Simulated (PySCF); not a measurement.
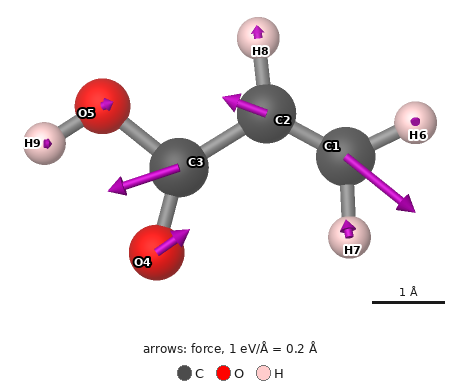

Starting geometry of C3H4O2 with the computed forces as purple arrows. Style: ball-and-stick. Shown face on.

The start comes from MMFF94s. Its atoms were then displaced at random by about 0.03 Å.

Method: PBE0-D3(BJ)/def2-SVP geometry optimisation, gas phase in PySCF 2.14.0, density-fitted response routines. 

> What follows when this structure is relaxed?

It isn't relaxed: the largest force vector, on C1, is 6.37 eV/Å. The final displacements follow the starting forces only in part (cosine between the two patterns 0.57). The largest move after the best rigid fit is that of O4, 0.12 Å. By element the largest moves are O 0.12 Å, C 0.08 Å, H 0.06 Å. Near-neighbour distances that change, for instance: C1–C2 1.267 → 1.334 Å, C1–H7 1.139 → 1.094 Å, C3–O5 1.379 → 1.341 Å, C2–C3 1.445 → 1.482 Å. Bond angles that change, for instance: C2–C3–O4 136.4° → 125.5°, O4–C3–O5 114.0° → 122.8°, H6–C1–H7 112.7° → 118.6°. After 10 geometry steps the energy has fallen by 0.541 eV. The run took 26 s on 1 thread of Arm Neoverse V1 (shared host).
